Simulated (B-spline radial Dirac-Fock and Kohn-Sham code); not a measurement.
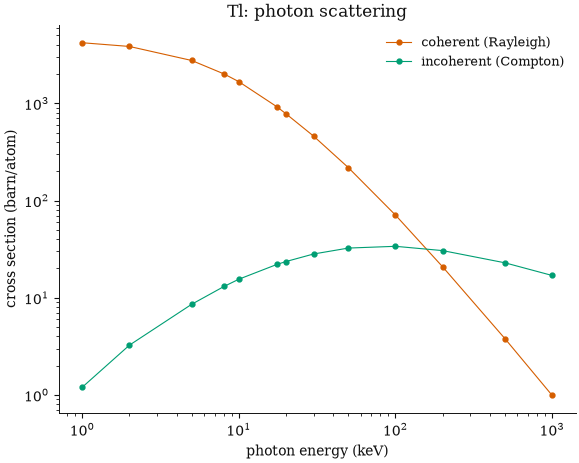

Coherent and incoherent photon scattering cross sections against photon energy, computed at the marked points and joined by straight lines. Species: the thallium atom, configuration [Xe] 4f14 5d10 6s2 6p1. Method: Thomson × f² and Klein–Nishina × S on Dirac–Fock densities, without anomalous dispersion (computed with a B-spline radial atomic code).

What are the two cross sections at 5.000 keV?

Coherent 2760 b, incoherent 8.56 b.

Where does Compton scattering overtake Rayleigh scattering?

Between 100 keV and 200 keV.
